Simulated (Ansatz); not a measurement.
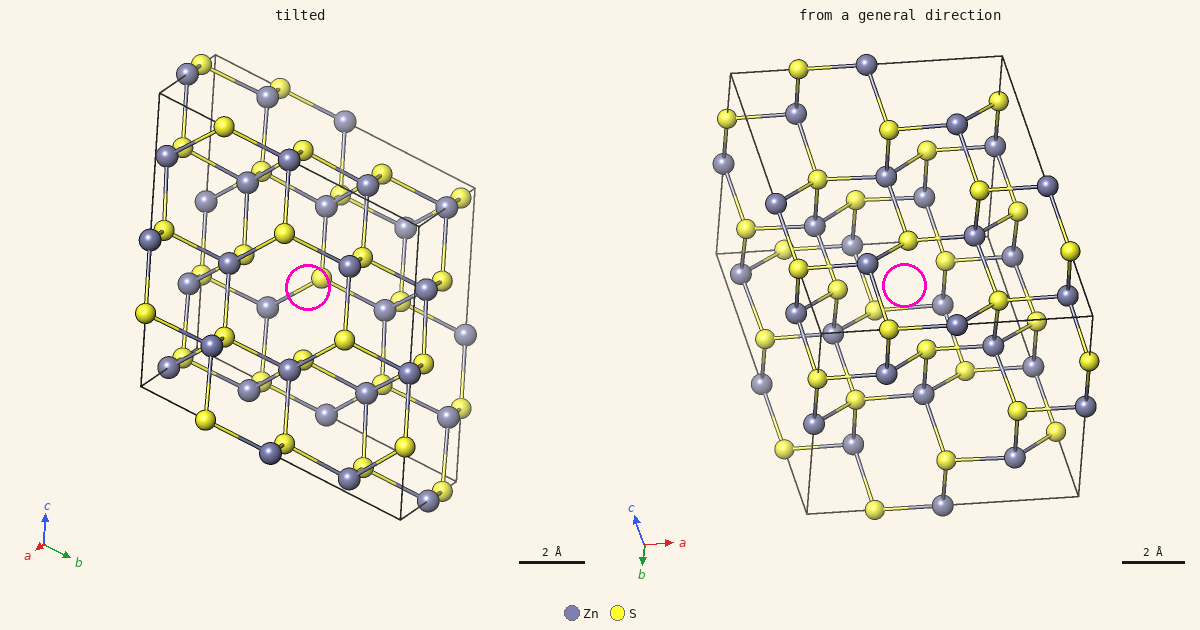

Ball-and-stick drawing of the structure, looking slightly off an axis and from a general direction. The edges of the supercell are marked. The host is ZnS, in a cell of 32 sites, and the cell carries a charge of -1. A ring marks the defect's site.

> Spot the defect.

A zinc vacancy. Around the empty site lie four S at about 2.3 Å.

The atoms were relaxed in the host's cell with Ansatz 0.2.0, DFT r2SCAN, scalar-relativistic, plane waves, PAW.
